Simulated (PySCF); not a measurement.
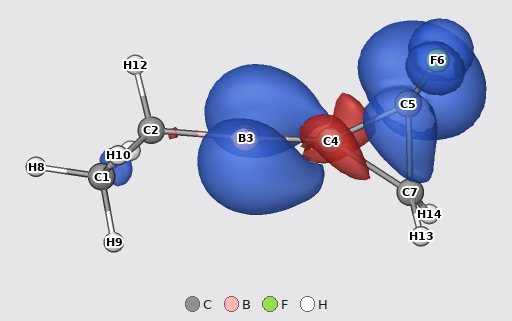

C5H7BF (SMILES CC[B]C1=C(F)C1) (doublet). Isosurfaces of the spin density (α minus β) at +0.02 (blue) and −0.02 e/Å³ (red), seen across its widest extent.

Geometry: GFN2-xTB.

Method: UKS B3LYP, pcH-1 on B C F H, non-relativistic, mean-field spin-orbit, GIAO (PySCF 2.14.0, density-fitted response routines).

| atom | x (Å) | y (Å) | z (Å) |
| --- | --- | --- | --- |
| C | -2.4102 | 0.5572 | 0.0298 |
| C | -1.4794 | -0.4423 | -0.6753 |
| B | 0.0145 | -0.3246 | -0.3122 |
| C | 1.3696 | -0.2422 | -0.0522 |
| C | 2.7042 | 0.0017 | -0.4347 |
| F | 3.2604 | 1.1056 | -0.9738 |
| C | 2.5235 | -0.3542 | 0.9668 |
| H | -3.4384 | 0.4202 | -0.3002 |
| H | -2.3757 | 0.4159 | 1.1077 |
| H | -2.1126 | 1.5799 | -0.1889 |
| H | -1.8448 | -1.4548 | -0.4774 |
| H | -1.5782 | -0.2967 | -1.7565 |
| H | 2.5734 | 0.3873 | 1.7608 |
| H | 2.7931 | -1.3535 | 1.2839 |

> Describe the spin distribution.

The unpaired spin (1 electron) lies mostly on C5 (about 0.5), B3 (about 0.2) and F6 (about 0.1), in electrons by Hirshfeld's partition.
